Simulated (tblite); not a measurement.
Geometry relaxation, with input and output: C$_{4}$H$_{13}$O$_{4}$PSi

System: C$_{4}$H$_{13}$O$_{4}$PSi.
Method: GFN2-xTB geometry optimisation, gas phase (tblite 0.8.0).

It belongs to a series of runs on one base structure; here: CH3 replaced by SiH3.

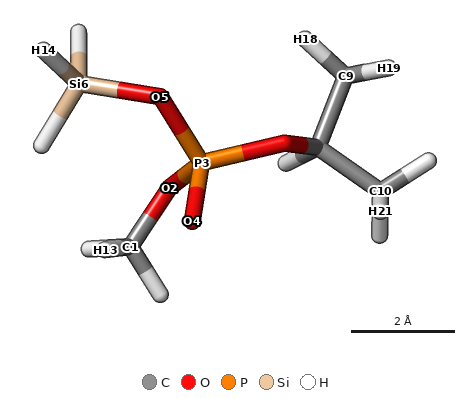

Figure 1. The structure as given in the input (stick view, seen at a tilt; atoms are numbered from 1 in the order of the input). Bond lengths as drawn: C–C 1.51 to 1.53 Å, C–H 1.10 to 1.14 Å, C–O 1.36 to 1.39 Å, H–Si 1.45 to 1.49 Å, O–P 1.51 to 1.68 Å and O–Si 1.70 Å.

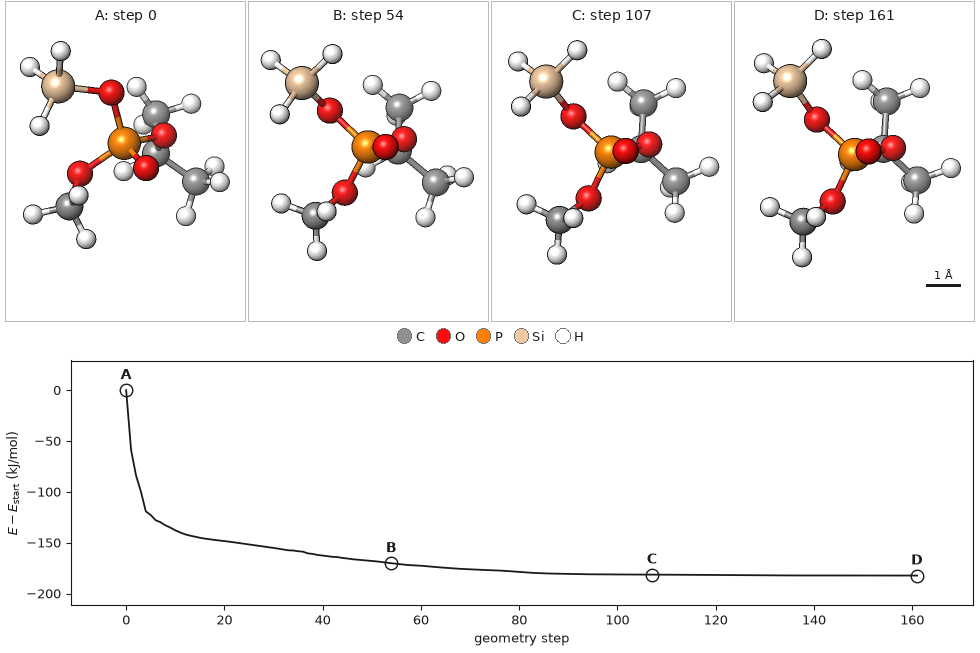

Figure 2. Frames of the relaxation (ball-and-stick view, seen at a tilt) above the curves, on which the letters mark them (steps are counted from 0).

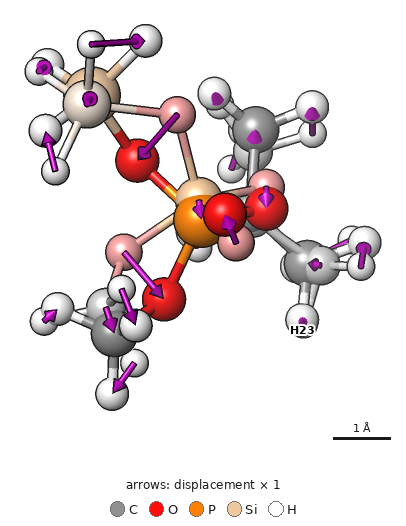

Figure 3. Start (faint) and end (solid) with the displacements as pink arrows, at true length (ball-and-stick view, seen at a tilt). The two geometries are laid on each other by the best rigid fit. After 161 geometry steps the energy has fallen by 182.3 kJ/mol. Largest force component: 4.8 eV/Å at the start, 0.006 eV/Å at the end. The largest move after the best rigid fit is that of H14, 1.45 Å. By element the largest moves are H 1.45 Å, O 1.38 Å, C 0.66 Å, Si 0.63 Å, P 0.38 Å. Among the contacts that change: P3–O7 1.669 → 1.566 Å, P3–O5 1.676 → 1.597 Å, O7–C8 1.363 → 1.437 Å, O5–Si6 1.701 → 1.634 Å. Among the angles that change: P3–O5–Si6 115.8° → 131.7°, O2–P3–O7 116.1° → 103.1°, O5–Si6–H15 109.9° → 97.5°. (Atoms are counted from 1 in the order of the input.)

The input and output of the run follow.

Input
```
{"job": {"kind": "relax", "xc": "GFN2-xTB", "basis": "xTB"}, "charge": 0, "multiplicity": 1}
C     -2.251900    -1.551900    -0.214100
O     -1.254300    -0.648400    -0.571500
P     -0.664400     0.177600     0.759100
O     -1.159600    -0.550100     1.987500
O     -1.237600     1.745000     0.909600
Si    -2.693300     2.083100     0.097000
O      0.997400     0.261700     0.892900
C      1.717300    -0.314900    -0.110300
C      2.561300     0.798000    -0.729100
C      2.720900    -1.263100     0.509000
H     -1.865900    -2.570700     0.016400
H     -2.988100    -1.706600    -1.036400
H     -2.837600    -1.189300     0.699000
H     -3.333700     3.180300     0.869100
H     -2.406400     2.670000    -1.223200
H     -3.637800     0.982400     0.070100
H      1.117700    -0.776600    -0.920000
H      1.921900     1.681000    -0.856000
H      3.361100     1.025700    -0.009600
H      3.030200     0.467400    -1.678800
H      2.549400    -1.292100     1.602400
H      3.768500    -0.900700     0.365100
H      2.580200    -2.280800     0.128100
```

The first line tells a small driver script what to run in tblite; the rest is the geometry in Å.

Launched with:
```bash
OMP_NUM_THREADS=1 python <driver script> task.json out
```

The program's output
```
step      E/eV     max force
  0    -975.89967    4.943
  1    -976.50830    3.823
  2    -976.76652    1.764
  3    -976.93219    1.558
  4    -977.13458    0.740
  5    -977.17232    0.440
  6    -977.22462    0.409
  7    -977.24592    0.424
  8    -977.27725    0.469
  9    -977.30089    0.362
 10    -977.32762    0.339
 11    -977.35021    0.334
 12    -977.36900    0.313
 13    -977.38218    0.314
 14    -977.39347    0.297
 15    -977.40383    0.268
 16    -977.41253    0.211
 17    -977.41978    0.217
 18    -977.42613    0.192
 19    -977.43187    0.197
 20    -977.43748    0.230
 21    -977.44371    0.238
 22    -977.45094    0.204
 23    -977.45854    0.201
 24    -977.46578    0.184
 25    -977.47288    0.189
 26    -977.48009    0.198
 27    -977.48742    0.197
 28    -977.49428    0.184
 29    -977.50050    0.168
 30    -977.50727    0.205
 31    -977.51560    0.223
 32    -977.52443    0.217
 33    -977.53162    0.210
 34    -977.53391    0.376
 35    -977.54098    0.196
 36    -977.54597    0.177
 37    -977.56317    0.173
 38    -977.56897    0.188
 39    -977.57921    0.181
 40    -977.58514    0.157
 41    -977.59220    0.170
 42    -977.59811    0.191
 43    -977.60076    0.256
 44    -977.60912    0.204
 45    -977.61496    0.152
 46    -977.62238    0.141
 47    -977.62667    0.150
 48    -977.63136    0.149
 49    -977.63535    0.151
 50    -977.64045    0.148
 51    -977.64495    0.189
 52    -977.65126    0.199
 53    -977.65774    0.173
 54    -977.66345    0.206
 55    -977.66880    0.228
 56    -977.67443    0.217
 57    -977.67984    0.145
 58    -977.68370    0.151
 59    -977.68623    0.159
 60    -977.68896    0.178
 61    -977.69286    0.169
 62    -977.69763    0.192
 63    -977.70238    0.162
 64    -977.70636    0.171
 65    -977.71004    0.182
 66    -977.71369    0.139
 67    -977.71744    0.121
 68    -977.72061    0.146
 69    -977.72325    0.157
 70    -977.72548    0.120
 71    -977.72775    0.136
 72    -977.73007    0.126
 73    -977.73250    0.124
 74    -977.73439    0.097
 75    -977.73604    0.105
 76    -977.73818    0.114
 77    -977.74104    0.162
 78    -977.74446    0.158
 79    -977.74805    0.123
 80    -977.75122    0.181
 81    -977.75469    0.156
 82    -977.75812    0.163
 83    -977.76243    0.123
 84    -977.76470    0.104
 85    -977.76689    0.078
 86    -977.76826    0.076
 87    -977.76934    0.089
 88    -977.77044    0.076
 89    -977.77138    0.071
 90    -977.77236    0.072
 91    -977.77326    0.068
 92    -977.77440    0.077
 93    -977.77530    0.070
 94    -977.77599    0.055
 95    -977.77649    0.048
 96    -977.77696    0.046
 97    -977.77739    0.042
 98    -977.77771    0.033
 99    -977.77789    0.027
100    -977.77801    0.022
101    -977.77813    0.025
102    -977.77831    0.029
103    -977.77851    0.038
104    -977.77874    0.035
105    -977.77899    0.032
106    -977.77925    0.033
107    -977.77954    0.038
108    -977.77984    0.034
109    -977.78010    0.029
110    -977.78031    0.029
111    -977.78051    0.027
112    -977.78073    0.032
113    -977.78099    0.042
114    -977.78125    0.042
115    -977.78145    0.030
116    -977.78161    0.029
117    -977.78180    0.034
118    -977.78210    0.052
119    -977.78254    0.062
120    -977.78304    0.049
121    -977.78348    0.039
122    -977.78387    0.045
123    -977.78425    0.042
124    -977.78462    0.045
125    -977.78494    0.038
126    -977.78522    0.034
127    -977.78553    0.042
128    -977.78598    0.050
129    -977.78656    0.055
130    -977.78707    0.037
131    -977.78739    0.034
132    -977.78757    0.029
133    -977.78772    0.024
134    -977.78787    0.019
135    -977.78799    0.020
136    -977.78806    0.016
137    -977.78810    0.013
138    -977.78814    0.011
139    -977.78817    0.011
140    -977.78819    0.010
141    -977.78822    0.010
142    -977.78826    0.011
143    -977.78830    0.014
144    -977.78835    0.017
145    -977.78840    0.017
146    -977.78847    0.019
147    -977.78853    0.017
148    -977.78857    0.014
149    -977.78861    0.014
150    -977.78866    0.013
151    -977.78871    0.017
152    -977.78876    0.021
153    -977.78881    0.019
154    -977.78885    0.013
155    -977.78889    0.013
156    -977.78894    0.013
157    -977.78899    0.015
158    -977.78903    0.014
159    -977.78906    0.013
160    -977.78910    0.012
161    -977.78912    0.009
```

Trajectory as extended XYZ (Å, eV, eV/Å), 5 of the 162 frames kept, from step=0 to step=161
```
23
Properties=species:S:1:pos:R:3:forces:R:3 step=0 energy=-975.89967
C    -2.2519   -1.5519   -0.2141   -1.7510  -0.9910   0.7920
O    -1.2543   -0.6484   -0.5715    1.1620   1.5180   0.4440
P    -0.6644    0.1776    0.7591   -0.7670  -0.8830   4.8030
O    -1.1596   -0.5501    1.9875    0.8300   1.3050  -2.2140
O    -1.2376    1.7450    0.9096   -0.2700  -1.6480  -2.0940
Si   -2.6933    2.0831    0.0970    0.5040   0.9280   0.7190
O     0.9974    0.2617    0.8929   -4.0090   0.5660  -0.0870
C     1.7173   -0.3149   -0.1103    2.0570   0.0590  -1.7840
C     2.5613    0.7980   -0.7291    0.3100   0.4110  -0.5250
C     2.7209   -1.2631    0.5090    0.5930  -1.0290   0.8030
H    -1.8659   -2.5707    0.0164    0.1110   0.7240   0.0350
H    -2.9881   -1.7066   -1.0364    0.6270   0.5190   0.1940
H    -2.8376   -1.1893    0.6990    0.8040  -0.5750  -1.0640
H    -3.3337    3.1803    0.8691    0.4470  -0.3830   0.0330
H    -2.4064    2.6700   -1.2232    0.1830  -0.3570   0.0670
H    -3.6378    0.9824    0.0701    0.0050  -0.2230  -0.0920
H     1.1177   -0.7766   -0.9200    0.0050  -0.0130   0.5530
H     1.9219    1.6810   -0.8560    0.3850  -0.1590  -0.2840
H     3.3611    1.0257   -0.0096   -0.3290   0.3250  -0.3720
H     3.0302    0.4674   -1.6788   -0.3940   0.3710   0.5220
H     2.5494   -1.2921    1.6024    0.0400  -0.0260  -0.5400
H     3.7685   -0.9007    0.3651   -0.8800  -0.6630  -0.0210
H     2.5802   -2.2808    0.1281    0.3390   0.2230   0.1100
23
Properties=species:S:1:pos:R:3:forces:R:3 step=40 energy=-977.58514
C    -2.1253   -1.7938   -0.1615   -0.0630  -0.0270  -0.0510
O    -0.8669   -1.1752   -0.0373   -0.0300   0.0130  -0.0300
P    -0.7084    0.0947    0.9345    0.0170  -0.0250  -0.0580
O    -1.4092    0.0000    2.2060    0.0940   0.0320   0.0440
O    -1.2129    1.3113    0.0298    0.0080  -0.0140  -0.0040
Si   -2.5971    2.1878    0.0468    0.0590   0.0090  -0.0200
O     0.8566    0.2248    0.9933   -0.0950   0.0480  -0.0640
C     1.7045   -0.2238   -0.0851   -0.0790   0.0330   0.0320
C     2.4459    0.9649   -0.6776   -0.0130   0.0260   0.0230
C     2.6162   -1.3227    0.4686   -0.0140   0.0200   0.0190
H    -1.9338   -2.8592   -0.2729   -0.0880  -0.1070   0.0370
H    -2.6360   -1.4214   -1.0491   -0.0640   0.0510  -0.1000
H    -2.7458   -1.6035    0.7129    0.0280  -0.0350   0.1200
H    -2.5962    3.1488    1.1475    0.0400  -0.1100   0.0320
H    -2.4410    2.8286   -1.2509    0.0370   0.0450  -0.1200
H    -3.7864    1.3309    0.0674    0.0540  -0.0260   0.0600
H     1.0692   -0.6380   -0.8707    0.0060  -0.0210   0.0200
H     1.7269    1.6367   -1.1386    0.0260   0.0490  -0.0320
H     2.9965    1.5206    0.0741    0.0230  -0.0770   0.1350
H     3.1383    0.5997   -1.4307    0.0070   0.0690  -0.0660
H     2.5690   -1.3040    1.5525    0.0270   0.0190   0.0540
H     3.6497   -1.1825    0.1691    0.0150   0.0580  -0.0690
H     2.2814   -2.2978    0.1278    0.0060  -0.0300   0.0410
23
Properties=species:S:1:pos:R:3:forces:R:3 step=80 energy=-977.75122
C    -2.3099   -1.9044   -0.0603   -0.0020  -0.0180   0.0050
O    -0.9862   -1.4050   -0.0607    0.0220  -0.0090   0.0950
P    -0.7701   -0.0667    0.8087    0.0200   0.0490  -0.0030
O    -1.4738   -0.0125    2.0801   -0.0770  -0.0250  -0.0310
O    -1.1992    1.0651   -0.2349   -0.0480   0.0430   0.0570
Si   -2.4092    2.1638   -0.1040    0.0430  -0.0480  -0.0850
O     0.7813    0.0445    0.9474    0.0070   0.0580   0.0130
C     1.7077   -0.1930   -0.1203    0.0110   0.0090   0.0090
C     2.3926    1.1192   -0.4785    0.0480   0.0000   0.0320
C     2.6779   -1.2524    0.3906    0.0970   0.0090   0.0700
H    -2.2543   -2.9610   -0.3211   -0.0020   0.0050   0.0040
H    -2.9121   -1.3690   -0.7990   -0.0270  -0.0300   0.0370
H    -2.7461   -1.7797    0.9347   -0.0400  -0.0330  -0.0850
H    -2.1798    2.9959    1.0671   -0.0030   0.0710   0.0410
H    -2.1844    2.8282   -1.3871   -0.0150  -0.0060   0.0320
H    -3.7205    1.5066   -0.0249    0.0920  -0.0070  -0.0180
H     1.1566   -0.5589   -0.9908   -0.0020  -0.0810  -0.0120
H     1.6573    1.8579   -0.7893   -0.0170  -0.0590  -0.0240
H     2.9248    1.5110    0.3824    0.0240  -0.0010   0.0900
H     3.1036    0.9553   -1.2836   -0.0190   0.0070  -0.0430
H     3.0907   -0.9270    1.3460   -0.0510   0.0110  -0.0720
H     3.5040   -1.4018   -0.3043   -0.1740  -0.0440  -0.0140
H     2.1444   -2.1891    0.5578    0.1130   0.1000  -0.1000
23
Properties=species:S:1:pos:R:3:forces:R:3 step=121 energy=-977.78348
C    -2.3018   -1.9712   -0.0316   -0.0070  -0.0340   0.0060
O    -0.9857   -1.4585    0.0363   -0.0120   0.0040  -0.0090
P    -0.7861   -0.1009    0.8761   -0.0010   0.0010   0.0000
O    -1.5640   -0.0035    2.1002   -0.0040  -0.0020   0.0270
O    -1.1179    1.0168   -0.2156    0.0020   0.0080  -0.0090
Si   -2.2535    2.1931   -0.1855    0.0030   0.0100  -0.0120
O     0.7663   -0.0289    1.0621    0.0050   0.0010  -0.0080
C     1.6427   -0.1790   -0.0664    0.0180  -0.0010   0.0000
C     2.2696    1.1722   -0.3782    0.0160   0.0030  -0.0020
C     2.6767   -1.2348    0.2978    0.0240  -0.0090  -0.0080
H    -2.2133   -3.0216   -0.3051   -0.0150  -0.0300  -0.0140
H    -2.8856   -1.4386   -0.7872    0.0220  -0.0050   0.0270
H    -2.7897   -1.8769    0.9403   -0.0200   0.0200  -0.0130
H    -2.0088    3.0833    0.9441   -0.0180   0.0140  -0.0070
H    -1.9668    2.7850   -1.4903    0.0250  -0.0060   0.0050
H    -3.5845    1.5887   -0.1286   -0.0190   0.0080   0.0160
H     1.0533   -0.5214   -0.9226    0.0050   0.0080  -0.0050
H     1.4955    1.8895   -0.6412    0.0050  -0.0140   0.0190
H     2.8058    1.5373    0.4943   -0.0090   0.0090   0.0020
H     2.9637    1.0785   -1.2092    0.0030  -0.0110  -0.0110
H     3.2727   -0.8959    1.1415   -0.0330  -0.0090   0.0140
H     3.3339   -1.4274   -0.5455    0.0010   0.0230  -0.0320
H     2.1730   -2.1587    0.5706    0.0100   0.0150   0.0150
23
Properties=species:S:1:pos:R:3:forces:R:3 step=161 energy=-977.78912
C    -2.3488   -2.0122    0.0153    0.0020   0.0030   0.0010
O    -1.0233   -1.5213    0.0780    0.0030   0.0030   0.0040
P    -0.7992   -0.1521    0.8929    0.0000  -0.0030   0.0040
O    -1.5665   -0.0246    2.1214    0.0000   0.0020  -0.0050
O    -1.1187    0.9501   -0.2176    0.0040  -0.0060   0.0010
Si   -2.1718    2.1987   -0.2395    0.0050   0.0040   0.0060
O     0.7560   -0.0959    1.0694    0.0000  -0.0050  -0.0040
C     1.6291   -0.1702   -0.0689    0.0030   0.0020  -0.0030
C     2.2229    1.2094   -0.3178    0.0000  -0.0020   0.0000
C     2.6971   -1.2109    0.2353   -0.0040   0.0050  -0.0040
H    -2.2834   -3.0785   -0.1993    0.0040  -0.0050  -0.0010
H    -2.9045   -1.5073   -0.7782   -0.0040  -0.0030  -0.0060
H    -2.8541   -1.8504    0.9690   -0.0020  -0.0010   0.0050
H    -1.9002    3.1099    0.8681   -0.0030   0.0000  -0.0050
H    -1.8043    2.7346   -1.5485   -0.0040   0.0060  -0.0040
H    -3.5421    1.6874   -0.1923    0.0000   0.0020   0.0030
H     1.0432   -0.4832   -0.9393    0.0030   0.0020   0.0050
H     1.4290    1.9219   -0.5273    0.0010   0.0000  -0.0010
H     2.7660    1.5403    0.5640   -0.0010   0.0000   0.0000
H     2.9028    1.1733   -1.1650    0.0010   0.0040  -0.0010
H     3.2561   -0.9163    1.1194   -0.0030   0.0010   0.0060
H     3.3785   -1.3014   -0.6063    0.0000  -0.0020  -0.0030
H     2.2313   -2.1742    0.4233   -0.0060  -0.0060   0.0020
```

Key numbers

- outcome: converged
- total energy: −977.7891 eV
- hardware: 1 CPU thread, shared host
- wall time: 2.9 s
- peak memory: 0.18 GiB
